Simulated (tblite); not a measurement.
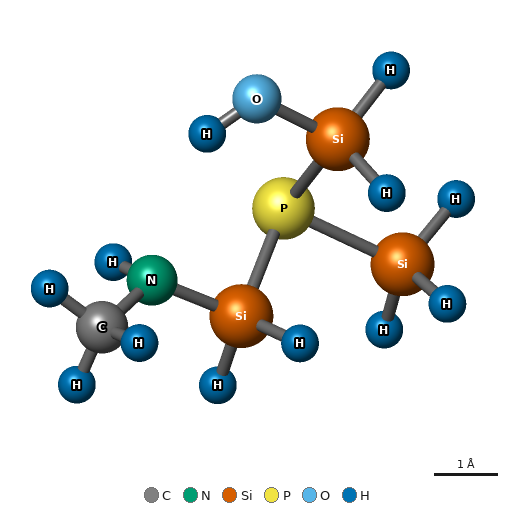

This is the input geometry for a relaxation of CH12NOPSi3. A ball-and-stick model, seen at a tilt.

Level of theory: GFN2-xTB geometry optimisation, gas phase in tblite 0.8.0.

```xyz
19

C     2.3745    1.6002   -1.2402
N     1.6296    0.7876   -0.2938
Si    0.5615   -0.4628   -0.7245
P    -0.2602   -1.0524    1.1830
Si   -1.7192   -2.4691    0.3629
Si   -1.6806    0.5852    1.3910
O    -0.7755    1.9086    1.8284
H     3.0603    1.0064   -1.8391
H     1.6904    2.1386   -1.9068
H     2.9525    2.3508   -0.6975
H     2.3023    0.3704    0.3629
H    -0.4373    0.0830   -1.6790
H     1.3589   -1.5362   -1.3148
H    -2.4773   -1.8669   -0.7662
H    -2.6582   -2.8827    1.4245
H    -0.9924   -3.6557   -0.1345
H    -2.3984    0.8783    0.1404
H    -2.6455    0.2728    2.4682
H     0.1050    1.9531    1.4277
```

Where does the relaxation end?

Answer. H18 moves most after the best rigid fit: 0.97 Å. By element the largest moves are H 0.97 Å, O 0.57 Å, Si 0.24 Å, P 0.22 Å, C 0.15 Å, N 0.13 Å. Among the contacts that change: P4–Si6 2.178 → 2.249 Å, Si3–P4 2.159 → 2.218 Å, Si6–O7 1.662 → 1.615 Å, N2–Si3 1.700 → 1.733 Å. Among the angles between lasting bonds that change: N2–Si3–H13 107.4° → 116.9°, Si5–P4–Si6 95.0° → 103.7°, Si3–N2–H11 105.9° → 114.5°. Groups turn about P4–Si6 by about 35°. After 118 geometry steps the energy has fallen by 0.382 eV.

Final geometry:

```xyz
19

C     2.4013    1.6294   -1.0937
N     1.5547    0.8562   -0.2105
Si    0.6279   -0.4852   -0.7976
P    -0.3788   -1.1846    1.0513
Si   -1.8709   -2.5847    0.2148
Si   -1.5845    0.6496    1.5421
O    -0.6686    1.9515    1.2666
H     3.3147    1.0972   -1.3746
H     1.8434    1.8442   -2.0017
H     2.6792    2.5704   -0.6170
H     2.0125    0.6945    0.6783
H    -0.2234    0.1014   -1.8403
H     1.3779   -1.6042   -1.3847
H    -2.6942   -1.9981   -0.8465
H    -2.7227   -3.0012    1.3257
H    -1.1236   -3.7144   -0.3335
H    -2.7990    0.7270    0.7260
H    -1.8795    0.6075    2.9691
H     0.1240    1.8524    0.7187
```

The end point in the same view:

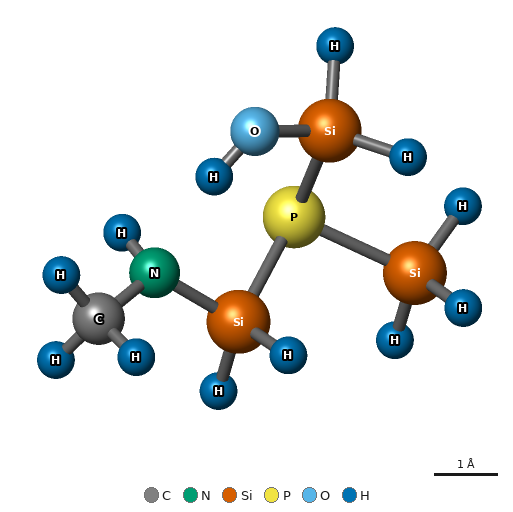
